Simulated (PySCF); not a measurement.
Run report: SiHCl$_{3}$O, energy and gradient calculation

- system: SiHCl$_{3}$O, SMILES O[Si](Cl)(Cl)Cl
- method: HF/def2-TZVP, RHF (PySCF 2.14.0)

The geometry comes from this level: PBE0-D4/def2-TZVP.

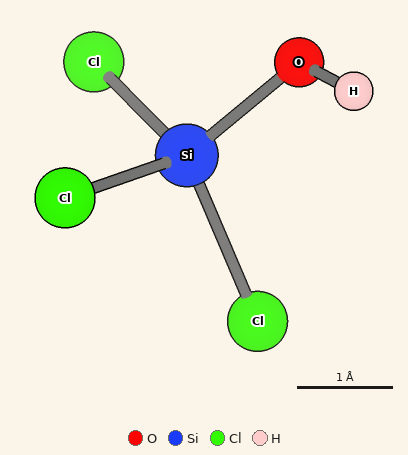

Fig. 1: The input geometry (ball-and-stick view, seen at a tilt). Bond lengths as drawn: Cl–Si 2.02 to 2.03 Å, H–O 0.96 Å and O–Si 1.62 Å.

Key numbers

```json
{"quantity": "outcome", "value": "converged"}
{"quantity": "total energy", "value": "−1743.183464 hartree"}
{"quantity": "basis functions", "value": "185"}
{"quantity": "largest force", "value": "1.023 eV/Å"}
{"quantity": "HOMO", "value": "−12.66 eV"}
{"quantity": "LUMO", "value": "3.29 eV"}
{"quantity": "dipole moment", "value": "1.75 D"}
{"quantity": "hardware", "value": "1 thread of Intel Xeon (Sapphire Rapids), 16 GiB of memory available, shared host"}
{"quantity": "wall time", "value": "61 s"}
{"quantity": "peak memory", "value": "1.2 GiB"}
```

The input (input.py)
```python
import pyscf.grad
from pyscf import gto, scf

mol = gto.M(
    atom='''
O     -1.471152     0.861904     1.863648
Si     0.351300     0.092597    -0.464117
Cl     3.438735    -1.831334     0.759292
Cl    -1.487214    -2.129154    -2.997106
Cl     1.425420     3.347839    -2.129343
H     -2.177531    -0.462983     2.880510
''',
    spin=0,
    basis='def2-tzvp',
    charge=0,
    max_memory=1860,
    verbose=4,
    unit='bohr',
)

hf = scf.RHF(mol)
hf.conv_tol = 1e-10
hf.kernel()
if not hf.converged:
    hf = hf.newton().run(hf.mo_coeff, hf.mo_occ)

energy = hf.e_tot
print('E = %.10f Eh' % energy)
grad = hf.Gradients().kernel()
dip = hf.dip_moment()
pop, q = hf.mulliken_pop()
```

Launched with:
```bash
OMP_NUM_THREADS=1 python input.py
```

Output
```
PySCF version 2.14.0

[INPUT] num. atoms = 6
[INPUT] num. electrons = 74
[INPUT] charge = 0
[INPUT] spin (= nelec alpha-beta = 2S) = 0
[INPUT] symmetry False subgroup None
[INPUT] Mole.unit = bohr
[INPUT] Symbol           X                Y                Z      unit          X                Y                Z       unit  Magmom
[INPUT]  1 O     -0.778500112199   0.456099954801   0.986200050777 AA   -1.471152000000   0.861904000000   1.863648000000 Bohr   0.0
[INPUT]  2 Si     0.185899954196   0.049000222200  -0.245600139601 AA    0.351300000000   0.092597000000  -0.464117000000 Bohr   0.0
[INPUT]  3 Cl     1.819700196393  -0.969100218383   0.401800022834 AA    3.438735000000  -1.831334000000   0.759292000000 Bohr   0.0
[INPUT]  4 Cl    -0.786999756561  -1.126699775339  -1.586000193912 AA   -1.487214000000  -2.129154000000  -2.997106000000 Bohr   0.0
[INPUT]  5 Cl     0.754299779990   1.771600104629  -1.126799789832 AA    1.425420000000   3.347839000000  -2.129343000000 Bohr   0.0
[INPUT]  6 H     -1.152299781272  -0.245000052643   1.524300247827 AA   -2.177531000000  -0.462983000000   2.880510000000 Bohr   0.0

nuclear repulsion = 449.884115349255
number of shells = 67
number of NR pGTOs = 306
number of NR cGTOs = 185
basis = def2-tzvp
ecp = {}

******** <class 'pyscf.scf.hf.RHF'> ********
method = RHF
initial guess = minao
damping factor = 0
level_shift factor = 0
DIIS = <class 'pyscf.scf.diis.CDIIS'>
diis_start_cycle = 1
diis_space = 8
diis_damp = 0
SCF conv_tol = 1e-10
SCF conv_tol_grad = None
SCF max_cycles = 50
direct_scf = True
direct_scf_tol = 1e-13
Set gradient conv threshold to 1e-05
Initial guess from minao.
init E= -1743.8508721843
  HOMO = -0.428194806417971  LUMO = 0.04115197061288  gap/eV = 12.77158
cycle= 1 E= -1743.08720635652  delta_E= 0.764  |g|= 0.634  |ddm|= 2.13
  HOMO = -0.477638755626454  LUMO = 0.0926472665992648  gap/eV = 15.51827
cycle= 2 E= -1743.15270561311  delta_E= -0.0655  |g|= 0.388  |ddm|= 0.656
  HOMO = -0.463477614812818  LUMO = 0.115126342202315  gap/eV = 15.74462
cycle= 3 E= -1743.18271739703  delta_E= -0.03  |g|= 0.0429  |ddm|= 0.243
  HOMO = -0.465152614610717  LUMO = 0.121556573867435  gap/eV = 15.96517
cycle= 4 E= -1743.18340066884  delta_E= -0.000683  |g|= 0.0113  |ddm|= 0.0579
  HOMO = -0.464996857709686  LUMO = 0.120454085876172  gap/eV = 15.93093
cycle= 5 E= -1743.18345544162  delta_E= -5.48e-05  |g|= 0.00451  |ddm|= 0.0155
  HOMO = -0.465086111610998  LUMO = 0.12077737631146  gap/eV = 15.94216
cycle= 6 E= -1743.18346295095  delta_E= -7.51e-06  |g|= 0.00134  |ddm|= 0.00428
  HOMO = -0.465185123419425  LUMO = 0.120737815289197  gap/eV = 15.94378
cycle= 7 E= -1743.18346402883  delta_E= -1.08e-06  |g|= 0.000344  |ddm|= 0.00192
  HOMO = -0.465173097846502  LUMO = 0.120741647223629  gap/eV = 15.94355
cycle= 8 E= -1743.18346410493  delta_E= -7.61e-08  |g|= 8.6e-05  |ddm|= 0.000496
  HOMO = -0.465180268348906  LUMO = 0.120747022616672  gap/eV = 15.94389
cycle= 9 E= -1743.18346410881  delta_E= -3.88e-09  |g|= 1.83e-05  |ddm|= 0.00013
  HOMO = -0.46518072888312  LUMO = 0.120746616629318  gap/eV = 15.94390
cycle= 10 E= -1743.18346410899  delta_E= -1.86e-10  |g|= 4.02e-06  |ddm|= 3.2e-05
  HOMO = -0.465180812302248  LUMO = 0.12074670917188  gap/eV = 15.94390
cycle= 11 E= -1743.183464109  delta_E= -6.37e-12  |g|= 1.26e-06  |ddm|= 6.58e-06
  HOMO = -0.465180876093757  LUMO = 0.120746645522723  gap/eV = 15.94390
```

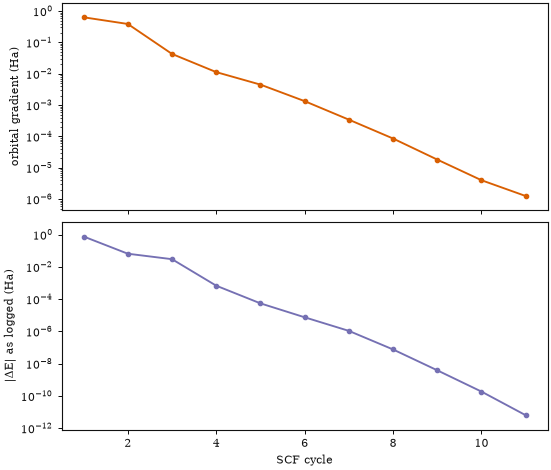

Fig. 2: Convergence of the self-consistent field: orbital gradient and size of the energy change against the SCF cycle. The residual falls at every step.

```
Extra cycle  E= -1743.183464109  delta_E= -2.27e-12  |g|= 5.38e-07  |ddm|= 1.34e-06
converged SCF energy = -1743.183464109
E = -1743.1834641090 Eh

******** <class 'pyscf.grad.rhf.Gradients'> for <class 'pyscf.scf.hf.RHF'> ********
unit = Eh/Bohr
--------------- RHF gradients ---------------
         x                y                z
0 O    -0.0008496586     0.0198666222    -0.0002907662
1 Si     0.0068537875    -0.0048787263    -0.0085744480
2 Cl     0.0003429070     0.0000468851    -0.0006847023
3 Cl     0.0005497700     0.0000385634    -0.0005258641
4 Cl    -0.0004168803    -0.0006321389     0.0006016227
5 H    -0.0064799256    -0.0144412054     0.0094741579
----------------------------------------------
Dipole moment(X, Y, Z, Debye): -0.82372, -1.03460,  1.15024
 ** Mulliken pop  **
pop of  0 O 1s            0.79186
pop of  0 O 2s            1.18307
pop of  0 O 3s            0.54930
pop of  0 O 4s            0.95745
pop of  0 O 5s            0.26998
pop of  0 O 2px           0.64714
pop of  0 O 2py           0.61412
pop of  0 O 2pz           0.60921
pop of  0 O 3px           0.72772
pop of  0 O 3py           0.68779
pop of  0 O 3pz           0.69488
pop of  0 O 4px           0.31473
pop of  0 O 4py           0.26801
pop of  0 O 4pz           0.25980
pop of  0 O 3dxy          0.00046
pop of  0 O 3dyz          0.00079
pop of  0 O 3dz^2         0.00012
pop of  0 O 3dxz          0.00022
pop of  0 O 3dx2-y2       0.00038
pop of  0 O 4dxy          0.00417
pop of  0 O 4dyz          0.00652
pop of  0 O 4dz^2         0.00241
pop of  0 O 4dxz          0.00244
pop of  0 O 4dx2-y2       0.00425
pop of  0 O 4f-3          0.00001
pop of  0 O 4f-2          0.00046
pop of  0 O 4f-1          0.00008
pop of  0 O 4f+0          0.00022
pop of  0 O 4f+1          0.00029
pop of  0 O 4f+2          0.00021
pop of  0 O 4f+3          0.00011
pop of  1 Si 1s           2.00400
pop of  1 Si 2s           0.58297
pop of  1 Si 3s           1.39495
pop of  1 Si 4s           0.73457
pop of  1 Si 5s           0.03623
pop of  1 Si 2px          1.37247
pop of  1 Si 2py          1.37128
pop of  1 Si 2pz          1.37348
pop of  1 Si 3px          0.57617
pop of  1 Si 3py          0.57672
pop of  1 Si 3pz          0.57553
pop of  1 Si 4px          0.17023
pop of  1 Si 4py          0.16700
pop of  1 Si 4pz          0.17445
pop of  1 Si 5px          0.31534
pop of  1 Si 5py          0.32175
pop of  1 Si 5pz          0.30734
pop of  1 Si 6px          0.02274
pop of  1 Si 6py          0.01643
pop of  1 Si 6pz          0.02414
pop of  1 Si 3dxy         0.06190
pop of  1 Si 3dyz         0.06605
pop of  1 Si 3dz^2        0.05401
pop of  1 Si 3dxz         0.07601
pop of  1 Si 3dx2-y2      0.05053
pop of  1 Si 4dxy         0.08829
pop of  1 Si 4dyz         0.09063
pop of  1 Si 4dz^2        0.08564
pop of  1 Si 4dxz         0.07496
pop of  1 Si 4dx2-y2      0.08702
pop of  1 Si 4f-3         0.01656
pop of  1 Si 4f-2         0.02121
pop of  1 Si 4f-1         0.02164
pop of  1 Si 4f+0         0.02036
pop of  1 Si 4f+1         0.01797
pop of  1 Si 4f+2         0.02222
pop of  1 Si 4f+3         0.01938
pop of  2 Cl 1s           2.01179
pop of  2 Cl 2s           0.44592
pop of  2 Cl 3s           1.51632
pop of  2 Cl 4s           1.08191
pop of  2 Cl 5s           0.85828
pop of  2 Cl 2px          1.39136
pop of  2 Cl 2py          1.39593
pop of  2 Cl 2pz          1.39745
pop of  2 Cl 3px          0.56577
pop of  2 Cl 3py          0.56291
pop of  2 Cl 3pz          0.56195
pop of  2 Cl 4px          0.33788
pop of  2 Cl 4py          0.36232
pop of  2 Cl 4pz          0.37066
pop of  2 Cl 5px          0.91934
pop of  2 Cl 5py          0.98224
pop of  2 Cl 5pz          1.00231
pop of  2 Cl 6px          0.43117
pop of  2 Cl 6py          0.50023
pop of  2 Cl 6pz          0.52614
pop of  2 Cl 3dxy         0.00347
pop of  2 Cl 3dyz         0.00082
pop of  2 Cl 3dz^2        0.00109
pop of  2 Cl 3dxz         0.00188
pop of  2 Cl 3dx2-y2      0.00160
pop of  2 Cl 4dxy         0.01013
pop of  2 Cl 4dyz         0.00273
pop of  2 Cl 4dz^2        0.00345
pop of  2 Cl 4dxz         0.00614
pop of  2 Cl 4dx2-y2      0.00571
pop of  2 Cl 4f-3         0.00073
pop of  2 Cl 4f-2         0.00054
pop of  2 Cl 4f-1         0.00012
pop of  2 Cl 4f+0         0.00029
pop of  2 Cl 4f+1         0.00030
pop of  2 Cl 4f+2         0.00024
pop of  2 Cl 4f+3         0.00039
pop of  3 Cl 1s           2.01179
pop of  3 Cl 2s           0.44592
pop of  3 Cl 3s           1.51632
pop of  3 Cl 4s           1.08190
pop of  3 Cl 5s           0.85833
pop of  3 Cl 2px          1.39603
pop of  3 Cl 2py          1.39496
pop of  3 Cl 2pz          1.39375
pop of  3 Cl 3px          0.56284
pop of  3 Cl 3py          0.56352
pop of  3 Cl 3pz          0.56427
pop of  3 Cl 4px          0.36297
pop of  3 Cl 4py          0.35706
pop of  3 Cl 4pz          0.35083
pop of  3 Cl 5px          0.98305
pop of  3 Cl 5py          0.96916
pop of  3 Cl 5pz          0.95167
pop of  3 Cl 6px          0.50276
pop of  3 Cl 6py          0.48586
pop of  3 Cl 6pz          0.46907
pop of  3 Cl 3dxy         0.00185
pop of  3 Cl 3dyz         0.00306
pop of  3 Cl 3dz^2        0.00098
pop of  3 Cl 3dxz         0.00232
pop of  3 Cl 3dx2-y2      0.00065
pop of  3 Cl 4dxy         0.00569
pop of  3 Cl 4dyz         0.00883
pop of  3 Cl 4dz^2        0.00395
pop of  3 Cl 4dxz         0.00697
pop of  3 Cl 4dx2-y2      0.00271
pop of  3 Cl 4f-3         0.00018
pop of  3 Cl 4f-2         0.00082
pop of  3 Cl 4f-1         0.00044
pop of  3 Cl 4f+0         0.00027
pop of  3 Cl 4f+1         0.00033
pop of  3 Cl 4f+2         0.00033
pop of  3 Cl 4f+3         0.00024
pop of  4 Cl 1s           2.01179
pop of  4 Cl 2s           0.44591
pop of  4 Cl 3s           1.51631
pop of  4 Cl 4s           1.08293
pop of  4 Cl 5s           0.85716
pop of  4 Cl 2px          1.39796
pop of  4 Cl 2py          1.39008
pop of  4 Cl 2pz          1.39672
pop of  4 Cl 3px          0.56164
pop of  4 Cl 3py          0.56656
pop of  4 Cl 3pz          0.56240
pop of  4 Cl 4px          0.37325
pop of  4 Cl 4py          0.33125
pop of  4 Cl 4pz          0.36668
pop of  4 Cl 5px          1.01061
pop of  4 Cl 5py          0.90120
pop of  4 Cl 5pz          0.99394
pop of  4 Cl 6px          0.52518
pop of  4 Cl 6py          0.40852
pop of  4 Cl 6pz          0.50633
pop of  4 Cl 3dxy         0.00189
pop of  4 Cl 3dyz         0.00332
pop of  4 Cl 3dz^2        0.00084
pop of  4 Cl 3dxz         0.00053
pop of  4 Cl 3dx2-y2      0.00267
pop of  4 Cl 4dxy         0.00613
pop of  4 Cl 4dyz         0.00960
pop of  4 Cl 4dz^2        0.00318
pop of  4 Cl 4dxz         0.00165
pop of  4 Cl 4dx2-y2      0.00811
pop of  4 Cl 4f-3         0.00043
pop of  4 Cl 4f-2         0.00042
pop of  4 Cl 4f-1         0.00038
pop of  4 Cl 4f+0         0.00033
pop of  4 Cl 4f+1         0.00005
pop of  4 Cl 4f+2         0.00060
pop of  4 Cl 4f+3         0.00052
pop of  5 H 1s            0.23974
pop of  5 H 2s            0.32220
pop of  5 H 3s            0.02766
pop of  5 H 2px           0.01620
pop of  5 H 2py           0.01604
pop of  5 H 2pz           0.01753
 ** Mulliken atomic charges  **
charge of    0O =     -0.59818
charge of    1Si =      1.00781
charge of    2Cl =     -0.26152
charge of    3Cl =     -0.26169
charge of    4Cl =     -0.24705
charge of    5H =      0.36063
```

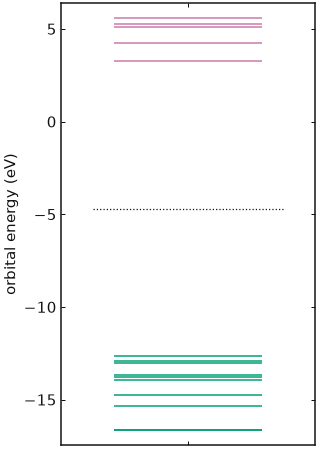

Fig. 3: Orbital energies near the frontier; the dotted line parts filled from empty levels, and levels within 0.02 eV of each other stand side by side. Highest filled −12.66 eV, lowest empty 3.29 eV, 15.95 eV apart.
